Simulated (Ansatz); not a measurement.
**N₂H₃ (quartet): correlated methods under varied settings at distance N1–H4 along a hydrogen transfer = 1.583 Å**

Aim: run N₂H₃ (quartet) at one geometry under a spread of methods and options, and see what each costs and gives.

Computed with Ansatz 0.2.0, Gaussian basis. Level: the settings change from run to run.

7 further runs of the same task are left out: 6 that didn't finish, 1 set aside as unsound or not needed.

## (1) The geometry

The geometry derives from fragments relaxed apart (PBE0/def2-TZVP) and kept rigid, so it is no stationary point. A hydrogen atom is moved between rigid fragments.

5 atoms, charge 0, spin multiplicity 4.

Atoms are counted from 1 here; the program's logs count them from 0.

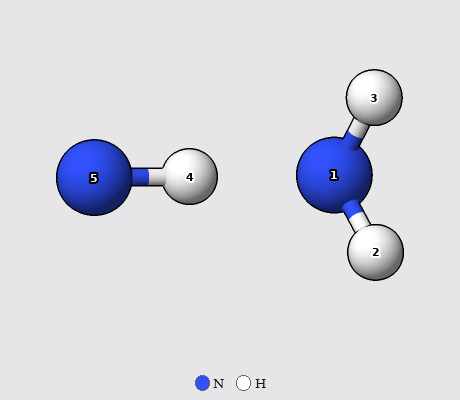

The geometry (nitrogen blue, hydrogen white); atoms are numbered from 1 in the order of the file.

Geometry (Å):

| atom | x (Å) | y (Å) | z (Å) |
| --- | --- | --- | --- |
| N1 | -1.2158 | -0.0184 | -0.0286 |
| H2 | -1.5131 | 0.9495 | -0.0286 |
| H3 | -1.5131 | -0.4207 | 0.8517 |
| H4 | 0.3672 | -0.0184 | -0.0286 |
| N5 | 1.4072 | -0.0184 | -0.0286 |

## (2) CCSD on ROHF/6-31G*

Contents of in.yaml:

```yaml
crystal:
  periodic: [false, false, false]
  atoms:
    - {symbol: N, position_ang: [-1.215826, -0.018366, -0.028586]}
    - {symbol: H, position_ang: [-1.513106, 0.949467, -0.028586]}
    - {symbol: H, position_ang: [-1.513105, -0.420665, 0.851673]}
    - {symbol: H, position_ang: [0.367174, -0.018366, -0.028587]}
    - {symbol: N, position_ang: [1.407174, -0.018365, -0.028587]}
basis:
  gaussian: {orbitals: "6-31G*"}
magnetization: {spin_polarized: false, initial_magnetization: 3}
correlation: {method: ccsd, electrons: all}
scf: {lower_state_search: light}
```

Started as:

```bash
$ ansatz run in.yaml --threads 1 --pin off --events-out ev --progress --plain --max-ram 2393MiB
```

Log (excerpt; [...] marks lines left out):

```text
Functional definition: HF
  name "HF"
  cite "Fock, Z. Phys. 61, 126 (1930) doi:10.1007/BF01340294"
  parent pbe
[...]
369 factors; integrals over basis functions are off by at most 7.4e-4 eV
[...]
mean field -3006.61543705 eV, -110.4910793543 hartree, gradient 2.3e-6 eV, S^2 3.750000; 3 other end points of the search recorded, 0 dependent functions left out
determinant -3006.61543705 eV, -110.4910793543 hartree, with singles and doubles -3014.59796171 eV, -110.7844317249 hartree
determinant -3004.48904873 eV, -110.4129360251 hartree, with singles and doubles -3012.47253178 eV, -110.7063236156 hartree
reference -3006.61543705 eV, -110.4910793543 hartree; 10, 7 occupied and 26, 29 virtual orbitals, 369 factors
second order -6.78338214 eV of doubles, -0.20584997 eV of singles
cycle   1  -7.98274500 eV  change   -2.2e-4 eV  update   3.0e-3
[...]
cycle   9  -7.98572769 eV  change   -1.6e-5 eV  update   1.4e-5
Total energy: -3014.60116473 eV, -110.7845494338 hartree
```

It took 2 s on 1 thread of Intel Xeon Platinum 8259CL at 2.50GHz, shared host.

From the report: correlation -7.9857 eV; T1 0.023; largest double amplitude 0.04.

## (3) MP2 on UHF/cc-pVDZ

Changes to in.yaml since step 2:

```diff
@@ -9,5 +9,5 @@
 basis:
-  gaussian: {orbitals: "6-31G*"}
-magnetization: {spin_polarized: false, initial_magnetization: 3}
-correlation: {method: ccsd, electrons: all}
-scf: {lower_state_search: light}
+  gaussian: {orbitals: cc-pVDZ}
+magnetization: {spin_polarized: true, initial_magnetization: 3}
+correlation: {method: mp2, electrons: all}
+scf: {lower_state_search: off}
```

Launched as before.

Log (excerpt; [...] marks lines left out):

```text
Functional definition: HF
  name "HF"
  cite "Fock, Z. Phys. 61, 126 (1930) doi:10.1007/BF01340294"
  parent pbe
[...]
402 factors; integrals over basis functions are off by at most 1.4e-3 eV
[...]
mean field -3007.43854901 eV, -110.5213281610 hartree, gradient 1.6e-6 eV, S^2 3.775647; 0 other end points of the search recorded, 0 dependent functions left out
reference -3007.43854901 eV, -110.5213281610 hartree; 10, 7 occupied and 33, 36 virtual orbitals, 402 factors
second order -7.03863956 eV of doubles, -0.00000000 eV of singles
Total energy: -3014.47718856 eV, -110.7799933937 hartree
Checks for a lower state left out: stability, starts, cluster_reference, orbital_swaps, neighbouring_geometries, increment
```

Wall time 0.27 s (1 thread of Intel Xeon Platinum 8259CL at 2.50GHz, shared host).

From the report: ⟨S²⟩ of the determinant 3.776 (pure quartet: 3.75).

## (4) BCCD(T) on UHF/STO-3G

Changes to in.yaml since step 3:

```diff
@@ -9,5 +9,7 @@
 basis:
-  gaussian: {orbitals: cc-pVDZ}
+  gaussian: {orbitals: STO-3G}
 magnetization: {spin_polarized: true, initial_magnetization: 3}
-correlation: {method: mp2, electrons: all}
-scf: {lower_state_search: off}
+correlation: {method: bccd_t, electrons: outside_noble_gas}
+accuracy: high
+scf: {omitted_lower_state_checks: [cluster_reference]}
+output: {forces: true}
```

The command is unchanged.

Log (excerpt; [...] marks lines left out):

```text
Functional definition: HF
  name "HF"
  cite "Fock, Z. Phys. 61, 126 (1930) doi:10.1007/BF01340294"
  parent pbe
[...]
201 factors; integrals over basis functions are off by at most 1.5e-8 eV
[...]
mean field -2968.46388686 eV, -109.0890357449 hartree, gradient 1.6e-8 eV, S^2 3.773655; 0 other end points of the search recorded, 0 dependent functions left out
2 core orbitals not correlated: weight in the atoms' cores, before any rotation towards them, 1.000 or more for the frozen orbitals, at most 0.000 for the correlated occupied ones
reference -2968.46388686 eV, -109.0890357449 hartree; 8, 5 occupied and 3, 6 virtual orbitals, 201 factors
second order -1.26124677 eV of doubles, -0.00000000 eV of singles
cycle   1  -1.63548873 eV  change   -3.7e-1 eV  update   4.7e-2
[...]
cycle  27  -1.87194943 eV  change  -2.2e-10 eV  update  5.1e-10
perturbative correction -0.00738814 eV, -0.0002715093 hartree
[...]
Total energy: -2970.34322443 eV, -109.1581001267 hartree
Atom 0 at    -1.215826    -0.018366    -0.028586 Å, force     1.338749    -2.573541    -4.005742 eV/Å
Atom 1 at    -1.513106     0.949467    -0.028586 Å, force    -1.186557     3.281569     0.705319 eV/Å
Atom 2 at    -1.513105    -0.420665     0.851673 Å, force    -1.186555    -0.722551     3.277819 eV/Å
Atom 3 at     0.367174    -0.018366    -0.028587 Å, force    -3.537144    -0.049630    -0.077247 eV/Å
Atom 4 at     1.407174    -0.018365    -0.028587 Å, force     4.571507     0.064153     0.099851 eV/Å
Dipole moment:    -0.499299     0.174107     0.270999 e Å
Checks for a lower state left out: cluster_reference
```

Wall time 0.78 s (1 thread of Intel Xeon Platinum 8259CL at 2.50GHz, shared host).

From the report: ⟨S²⟩ of the determinant 3.774 (pure quartet: 3.75); correlation -1.8793 eV; largest double amplitude 0.07.

## (5) CCSDT(Q) on ROHF/STO-3G

Changes to in.yaml since step 4:

```diff
@@ -10,6 +10,3 @@
   gaussian: {orbitals: STO-3G}
-magnetization: {spin_polarized: true, initial_magnetization: 3}
-correlation: {method: bccd_t, electrons: outside_noble_gas}
-accuracy: high
-scf: {omitted_lower_state_checks: [cluster_reference]}
-output: {forces: true}
+magnetization: {spin_polarized: false, initial_magnetization: 3}
+correlation: {method: ccsdt_q, electrons: outside_noble_gas}
```

Same command.

Log (excerpt; [...] marks lines left out):

```text
Functional definition: HF
  name "HF"
  cite "Fock, Z. Phys. 61, 126 (1930) doi:10.1007/BF01340294"
  parent pbe
[...]
199 factors; integrals over basis functions are off by at most 2.8e-8 eV
[...]
mean field -2968.23632908 eV, -109.0806731508 hartree, gradient 1.6e-6 eV, S^2 3.750000; 0 other end points of the search recorded, 0 dependent functions left out
2 core orbitals not correlated: weight in the atoms' cores, before any rotation towards them, 1.000 or more for the frozen orbitals, at most 0.000 for the correlated occupied ones
reference -2968.23632908 eV, -109.0806731508 hartree; 8, 5 occupied and 3, 6 virtual orbitals, 199 factors
second order -1.30493153 eV of doubles, -0.10966673 eV of singles
cycle   1  -1.83763660 eV  change   -4.2e-1 eV  update   5.2e-2
[...]
cycle  18  -2.10944688 eV  change   -7.1e-7 eV  update   5.0e-7
perturbative correction -0.00052483 eV, -0.0000192870 hartree
Total energy: -2970.34630079 eV, -109.1582131809 hartree
```

It took 4.7 s on 1 thread of Intel Xeon Platinum 8259CL at 2.50GHz, shared host.

From the report: correlation -2.1100 eV; T1 0.022; largest double amplitude 0.07.

## (6) The runs in one table

| level | correlated | functions | energy (eV) | time |
| --- | --- | --- | --- | --- |
| CCSD on ROHF/6-31G* | all | 36 | -3014.6012 | 2 s |
| MP2 on UHF/cc-pVDZ | all | 43 | -3014.4772 | 0.27 s |
| BCCD(T) on UHF/STO-3G | outside noble gas | 13 | -2970.3432 | 0.78 s |
| CCSDT(Q) on ROHF/STO-3G | outside noble gas | 13 | -2970.3463 | 4.7 s |

## (7) Results

| quantity | value |
| --- | --- |
| runs | 4 |
| quickest | MP2 on UHF/cc-pVDZ, 0.27 s |
| slowest | CCSDT(Q) on ROHF/STO-3G, 4.7 s |

**Reading.** Total energies in different bases, with other cores or another treatment of relativity can't be set against each other. CCSDT(Q) on ROHF/STO-3G took 17 times as long as MP2 on UHF/cc-pVDZ; the jobs differ in more than the method.
